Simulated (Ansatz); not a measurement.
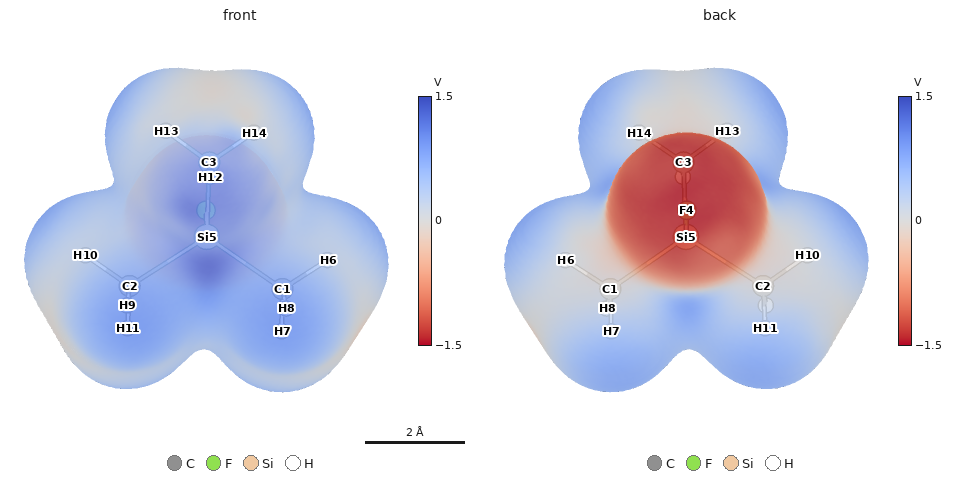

Figure 1: C3H9FSi (SMILES C[Si](C)(C)F). The molecular electrostatic potential painted on the density surface at 0.002 e/bohr³, seen from the front and from behind; red is negative and blue positive.

Geometry: PBE0-D3(BJ)/def2-SVP.

These are results of isolated molecule in a Gaussian basis; Kohn-Sham density functional theory, functional PBE0 in Ansatz, not measurements.

```json
{"atom": "C", "x (Å)": "-2.7099", "y (Å)": "0.6955", "z (Å)": "-0.4186"}
{"atom": "C", "x (Å)": "-0.0749", "y (Å)": "1.7213", "z (Å)": "0.8301"}
{"atom": "C", "x (Å)": "-0.0867", "y (Å)": "-0.8873", "z (Å)": "-0.8281"}
{"atom": "F", "x (Å)": "-0.5456", "y (Å)": "1.6616", "z (Å)": "-1.9535"}
{"atom": "Si", "x (Å)": "-0.8543", "y (Å)": "0.7978", "z (Å)": "-0.5927"}
{"atom": "H", "x (Å)": "-3.1616", "y (Å)": "0.1979", "z (Å)": "-1.2908"}
{"atom": "H", "x (Å)": "-3.1546", "y (Å)": "1.6991", "z (Å)": "-0.3324"}
{"atom": "H", "x (Å)": "-2.9898", "y (Å)": "0.1229", "z (Å)": "0.4802"}
{"atom": "H", "x (Å)": "-0.2448", "y (Å)": "1.1932", "z (Å)": "1.7820"}
{"atom": "H", "x (Å)": "1.0124", "y (Å)": "1.8211", "z (Å)": "0.6880"}
{"atom": "H", "x (Å)": "-0.4993", "y (Å)": "2.7329", "z (Å)": "0.9241"}
{"atom": "H", "x (Å)": "-0.2561", "y (Å)": "-1.5236", "z (Å)": "0.0553"}
{"atom": "H", "x (Å)": "1.0003", "y (Å)": "-0.8079", "z (Å)": "-0.9842"}
{"atom": "H", "x (Å)": "-0.5186", "y (Å)": "-1.3996", "z (Å)": "-1.7018"}
```

### Which sites attract a positive test charge, and which a negative one?

A positive charge is drawn to the negative regions and a negative charge to the positive ones. The most negative region (about −1.4 V) lies over F4, the most positive (about +1.0 V) over Si5 and H12.

### What dipole moment does the calculation give?

Its dipole moment is 2.07 D.
